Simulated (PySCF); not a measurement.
C3H3ClF6Si, SMILES C[Si](C(F)(F)F)(Cl)C(F)(F)F, PBE0/def2-SVP optimised geometry. Atoms within 1.6 Å of the plane z = 0.0 Å (x, y, z in Å): C1 (-1.00, 1.21, 0.00), Si2 (-0.36, -0.52, 0.00), C4 (1.57, -0.52, 0.00), F5 (2.10, -1.75, 0.00), F6 (2.04, 0.13, 1.07), F7 (2.03, 0.12, -1.09), C8 (-0.94, -1.46, -1.58), H12 (-0.64, 1.74, -0.89), H13 (-0.65, 1.75, 0.90), H14 (-2.10, 1.22, -0.01).

Level of theory: PBE0/def2-TZVP run with PySCF 2.14.0. Cells within 0.4 Å of a nucleus heavier than hydrogen are left out (blank, or x).

Map of the LUMO amplitude (bohr^(-3/2)) on the plane z = 0.0 Å; orbital energy -0.18 eV, overall sign arbitrary:

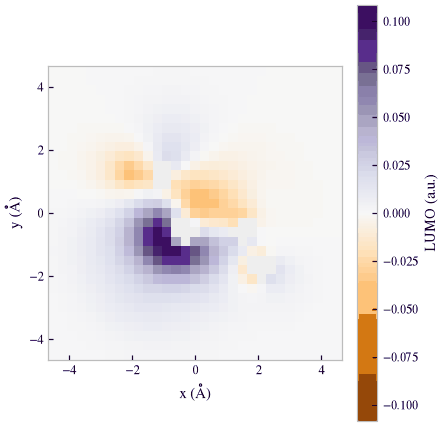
Fig. 1. LUMO amplitude (bohr^(-3/2)) on the plane z = 0.0 Å.
